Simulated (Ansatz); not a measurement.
```
K Si I
1.0
     5.48608    0.00000    0.00000
     0.00000    5.48608    0.00000
     0.00000    0.00000    5.48608
K Si I
1 3 1
Direct
  0.00000 0.00000 0.00000
  0.00000 0.50000 0.50000
  0.50000 0.00000 0.50000
  0.50000 0.50000 0.00000
  0.50000 0.50000 0.50000
```

Space group Pm-3m; a structure generated by program, which may or may not match a known phase.

Level of theory: Ansatz 0.2.0, DFT PBE, scalar-relativistic, plane waves, PAW.

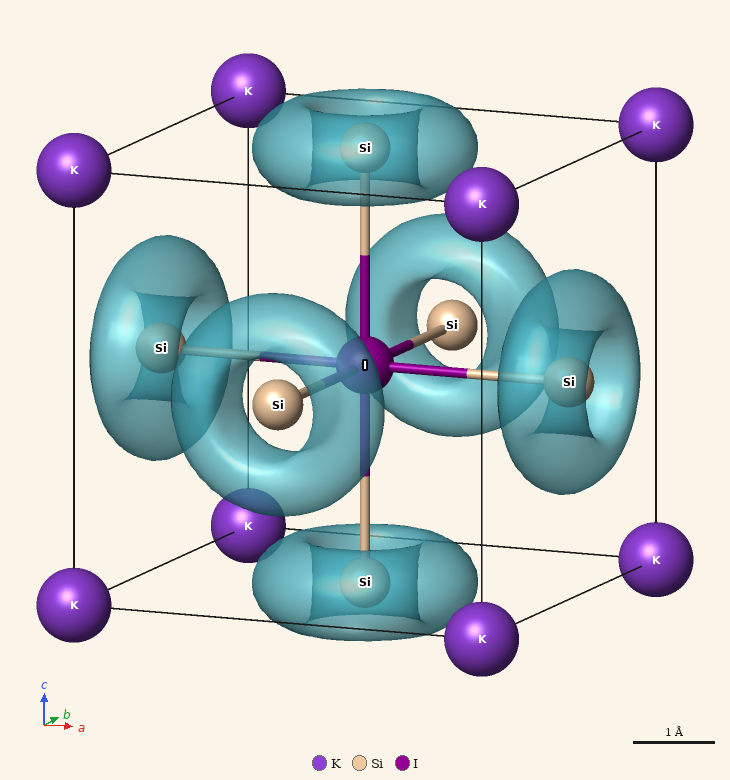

KSi3I. Isosurface of the ELF at 0.8 (cyan), seen slightly off an axis. Core shells and regions of very low density are left out. Sticks mark near contacts.

In a PAW calculation such maps are meaningful between the atoms, not at the nuclei.

Q: Describe the localisation domains.

A: The surface consists of three regions wrapped around Si (the valence shell of each), counted in one cell of 5 atoms. Any copies at cell faces, edges or corners count once. Along the contacts the grid gives the following. Si–I (2.74 Å): the ELF peaks at about 0.65 between the atoms. K–Si (3.88 Å): the ELF is about 0.15 at the midpoint and 0 at its lowest between the atoms; no localised pair shows between them.

Q: Which way does charge flow, and how much by Bader's partition?

A: Electrons move from K towards I. Bader charges: K +0.77, Si −0.06 and I −0.58 e.
